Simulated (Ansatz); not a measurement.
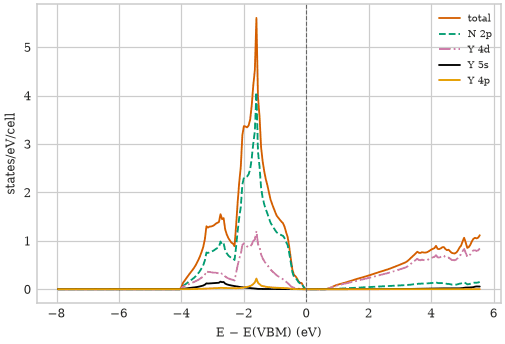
Figure: Total and projected density of states of YN (rock salt, Fm-3m), r²SCAN in the plane-wave PAW code Ansatz

**Question.** Which orbitals carry the states next to the gap?

**Answer.** Top 1 eV of the valence band: N 2p 81 %, Y 4d 15 %. Bottom 1 eV of the conduction band: Y 4d 86 %, N 2p 13 %. Projections are on Löwdin-orthogonalised atomic valence shells; empty p or d shells of many metals are not among them.

**Question.** Where is the tallest occupied peak in this window, and what makes it?

**Answer.** Near -1.6 eV, about 5.6 states/eV per cell; the largest projected share is N 2p.

The r²SCAN relaxation kept the symmetry of its start. No spin polarisation was allowed. Spin–orbit coupling is left out wherever it is not named.

Potentials: the earlier of the program's two PAW sets.
